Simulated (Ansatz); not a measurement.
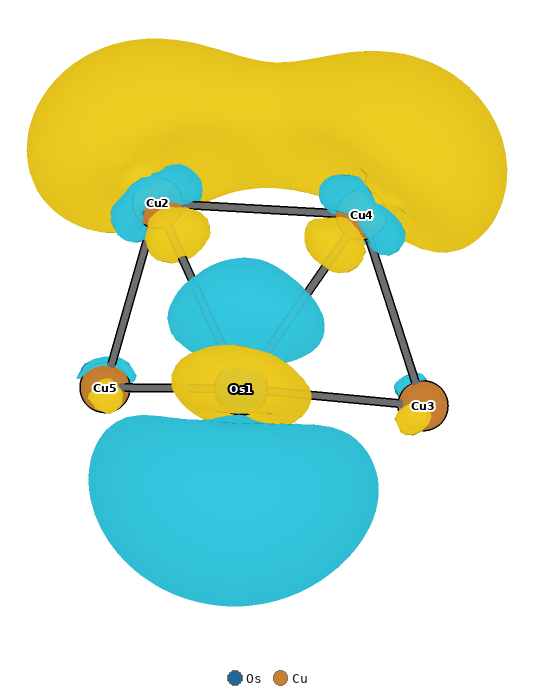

The picture shows: Cu4Os. One frontier orbital at ±0.08 Å⁻³ᐟ² (yellow and cyan are the two phases), seen at an oblique angle.

Geometry: B3LYP-D4/def2-SVP; core potentials replace the inner electrons of Os.

These are results of Ansatz, RKS PBE0-D4/def2-TZVP, not measurements.

The calculation's input:

```
crystal:
  periodic: [false, false, false]
  atoms:
    - {symbol: Os, position_ang: [0.203603, -1.096845, -0.215845]}
    - {symbol: Cu, position_ang: [0.481797, 1.072215, -1.329421]}
    - {symbol: Cu, position_ang: [-1.180209, -0.684494, 1.693709]}
    - {symbol: Cu, position_ang: [-1.653511, 0.495053, -0.413038]}
    - {symbol: Cu, position_ang: [2.148330, 0.214071, 0.264595]}
basis:
  gaussian: {orbitals: def2-TZVP, initial_orbitals: start.molden}
hamiltonian: {xc: pbe0, dispersion: d4}
scf: {omitted_lower_state_checks: [starts]}
output: {orbitals: {seedname: orbitals}}
```

Run with:

```sh
ansatz run in.yaml --threads 4 --pin off --events-out ev --progress --plain --max-ram 8704MiB
```

### Which orbital is it: HOMO or LUMO?

The LUMO, at −2.44 eV. By Hirshfeld shares it lies mainly on Os1 (about 45 %), Cu2 (about 20 %), Cu4 (about 20 %), Cu3 (about 5 %) and Cu5 (about 5 %).
